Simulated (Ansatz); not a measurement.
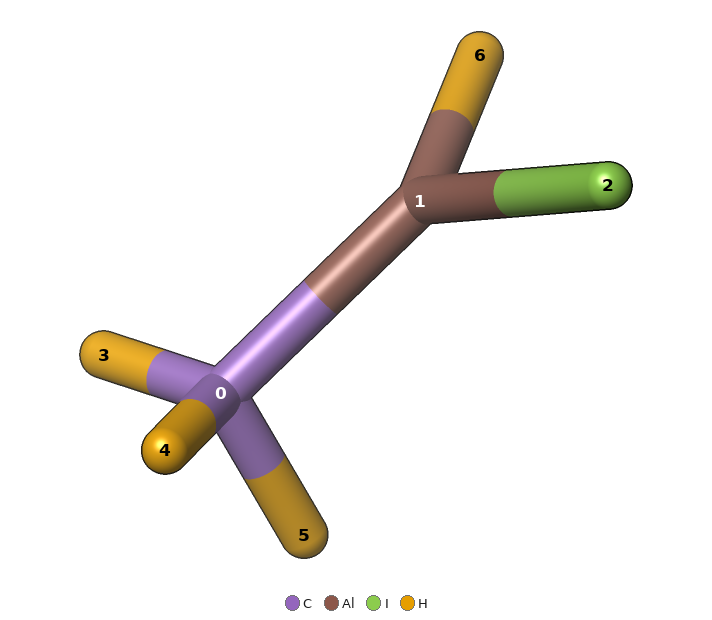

The structure as it stands in the input. Atoms are numbered from 0, in the order of the input.

Ansatz 0.2.0 input:

```yaml
crystal:
  periodic: [false, false, false]
  atoms:
    - {symbol: C, position_ang: [-0.761488, 0.509324, -0.273770]}
    - {symbol: Al, position_ang: [0.925157, -0.307838, 0.198274]}
    - {symbol: I, position_ang: [0.915953, -2.306058, 1.670615]}
    - {symbol: H, position_ang: [-0.710320, 1.578096, -0.489987]}
    - {symbol: H, position_ang: [-1.592958, 0.296702, 0.398350]}
    - {symbol: H, position_ang: [-1.080382, -0.032157, -1.379704]}
    - {symbol: H, position_ang: [2.330828, 0.168833, -0.341321]}
basis:
  gaussian: {orbitals: def2-TZVPP}
correlation: {method: ccsd_t}
```

Result:

```
Functional definition: HF
  name "HF"
  cite "Fock, Z. Phys. 61, 126 (1930) doi:10.1007/BF01340294"
  parent pbe
  exchange = exact_x
  correlation = 0
1218 factors; integrals over basis functions are off by at most 1.1e-3 eV
mean field evaluation 1: about -15749.3600 eV, gradient 2.6e1 eV
mean field evaluation 2: about -15749.4157 eV, gradient 2.6e1 eV
mean field evaluation 4: about -15751.3166 eV, gradient 2.4e0 eV
mean field evaluation 8: about -15751.3456 eV, gradient 1.7e-1 eV
mean field evaluation 16: about -15750.9140 eV, gradient 1.1e1 eV
mean field -15751.34574829 eV, -578.8512796040 hartree, gradient 1.9e-6 eV, S^2 0.000000; 0 other end points of the search recorded, 0 dependent functions left out
10 core orbitals not correlated: weight in the atoms' cores, before any rotation towards them, 1.000 or more for the frozen orbitals, at most 0.000 for the correlated occupied ones
reference -15751.34574829 eV, -578.8512796040 hartree; 14, 14 occupied and 155, 155 virtual orbitals, 1218 factors
second order -20.54117922 eV of doubles, -0.00000000 eV of singles
cycle   1  -19.91216345 eV  change    6.3e-1 eV  update   8.6e-2
cycle   2  -20.43569399 eV  change   -5.2e-1 eV  update   2.4e-2
cycle   3  -20.47161648 eV  change   -3.6e-2 eV  update   1.0e-2
cycle   4  -20.45958781 eV  change    1.2e-2 eV  update   2.5e-3
cycle   5  -20.46125816 eV  change   -1.7e-3 eV  update   1.2e-3
cycle   6  -20.46151864 eV  change   -2.6e-4 eV  update   3.3e-4
cycle   7  -20.46118486 eV  change    3.3e-4 eV  update   1.2e-4
cycle   8  -20.46121388 eV  change   -2.9e-5 eV  update   4.1e-5
cycle   9  -20.46124369 eV  change   -3.0e-5 eV  update   1.3e-5
perturbative correction -0.55830014 eV, -0.0205171517 hartree
Total energy: -15772.36529212 eV, -579.6237335923 hartree
```
